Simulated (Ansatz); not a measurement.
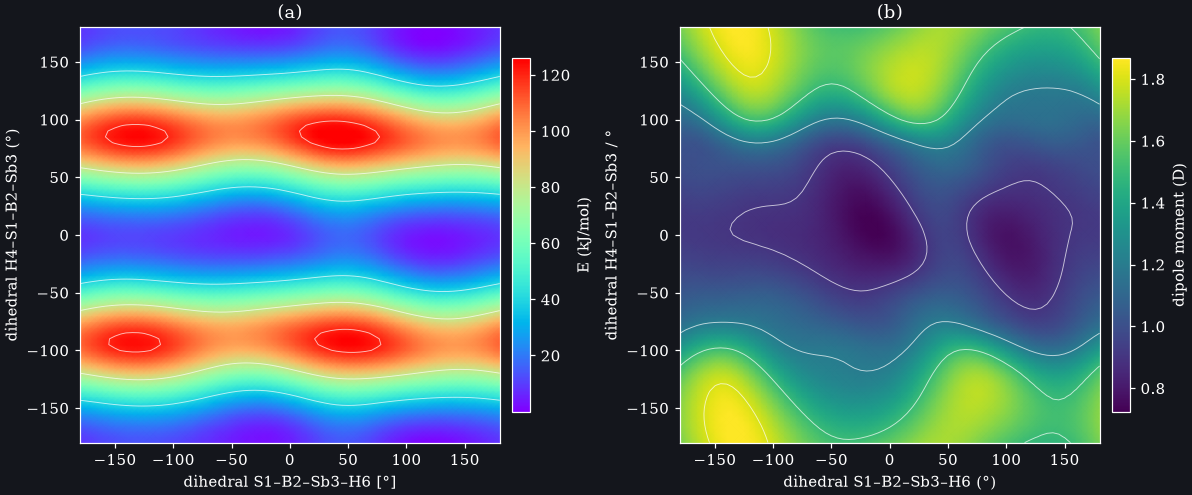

BH₄SSb, SMILES S[BH][SbH2]. Coordinates scanned: (1) dihedral S1–B2–Sb3–H6; (2) dihedral H4–S1–B2–Sb3. Nothing is relaxed (all other coordinates rigid). The grid has 18 × 18 points. Points are written as (first, second). Energies are in kJ/mol, from the relaxed molecule at the same level. Theory: RKS SPW92 (LDA)/def2-SVP (Ansatz 0.2.0).

Panel (a) is the energy and panel (b) the computed dipole moment on the same grid.

The picture shows a smooth colour map with a few white contour lines. Between grid points the surface is interpolated.

How does the dipole moment vary over the map, and what is it at the lowest grid point?

Answer. Leaving out the highest fifth of the energies, it runs from 0.73 D at (−20°, 20°) to 1.87 D at (−140°, −160°). At the lowest grid point, (120°, −180°), it is 1.49 D.
